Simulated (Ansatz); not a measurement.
## Profile along the Mg–Mg line in Mg (hcp, Mg type)

Mg (hcp, Mg type)

```cif
data_Mg2
_chemical_formula_sum 'Mg2'
_space_group_name_H-M_alt 'P63/mmc'
_space_group_IT_number 194
_space_group_name_Hall '-P 6c 2c'
_cell_length_a 3.18616
_cell_length_b 3.18616
_cell_length_c 5.22349
_cell_angle_alpha 90.000
_cell_angle_beta 90.000
_cell_angle_gamma 120.000
loop_
_atom_site_label
_atom_site_type_symbol
_atom_site_symmetry_multiplicity
_atom_site_Wyckoff_symbol
_atom_site_fract_x
_atom_site_fract_y
_atom_site_fract_z
_atom_site_occupancy
Mg1 Mg 2 d 0.66667 0.33333 0.25000 1
```

Fields along a shortest Mg–Mg line of a (1 -1 0 0) plane (3.19 Å), from Mg to Mg, interpolated on the slice's grid (step about 0.2 Å). Calculation: PBE (plane waves to 420 eV, PAW, scalar-relativistic; Ansatz, a quantum-chemistry and plane-wave program). k mesh 17×17×9. Inside the PAW spheres the values are not all-electron values, and peaks at nuclei hang on which shells count as valence. Mg was relaxed with its symmetry unable to fall. The PAW data are Ansatz's earlier set.

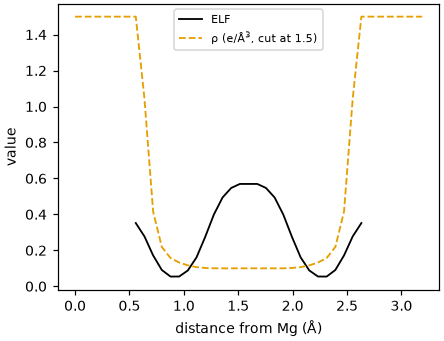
Figure. ELF (away from the nuclei) and valence density from Mg to Mg.

Density on the Mg–Mg line (3.19 Å) at its midpoint: 0.10 e/Å³. ELF at that point: 0.6. ELF maximum in the middle third of the Mg–Mg line: 0.57, 1.6 Å from Mg.
